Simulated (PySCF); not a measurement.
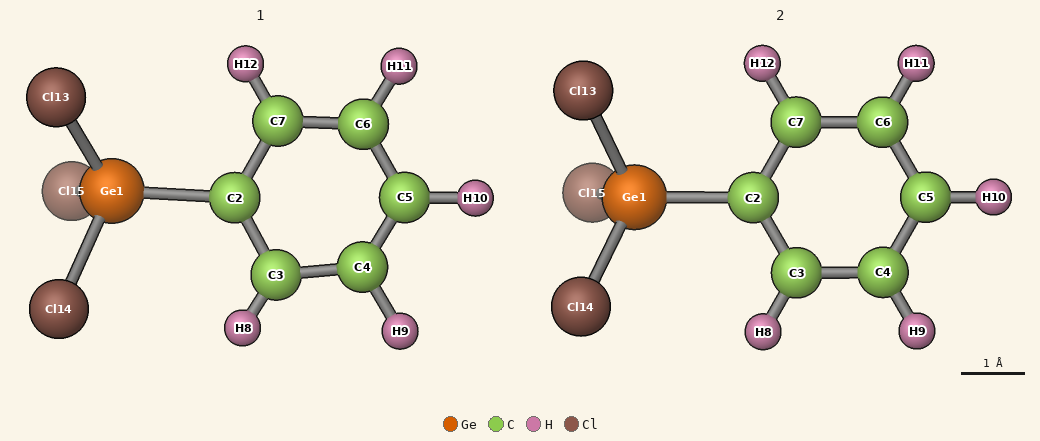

Two geometries of C$_{6}$H$_{5}$Cl$_{3}$Ge, drawn at one scale. One is the start of a relaxation, the other its converged end. Style: ball-and-stick. Shown face on.

These are results of PySCF 2.14.0, density-fitted response routines, PBE0-D3(BJ)/def2-SVP geometry optimisation, gas phase, not measurements. 

Which one is relaxed?

Answer. Structure 2 is the relaxed one. The start comes from GFN2-xTB. Its atoms were then displaced at random by about 0.03 Å. After 9 geometry steps the energy has fallen by 1.054 eV. The atom that moves furthest after the best rigid fit is Cl13 (0.16 Å). Largest moves by element: Cl 0.16 Å, Ge 0.11 Å, C 0.11 Å, H 0.08 Å. Among the contacts that change: Ge1–Cl13 2.021 → 2.143 Å, Ge1–Cl14 2.256 → 2.143 Å, C4–H9 1.197 → 1.092 Å, C4–C5 1.310 → 1.395 Å. Among the angles between lasting bonds that change: C4–C3–H8 126.8° → 120.0°, C2–C3–C4 112.9° → 119.7°, C2–Ge1–Cl13 116.4° → 110.5°. The run took 100 s on 2 threads of AMD EPYC 9R45 96-Core Processor, on a shared host.
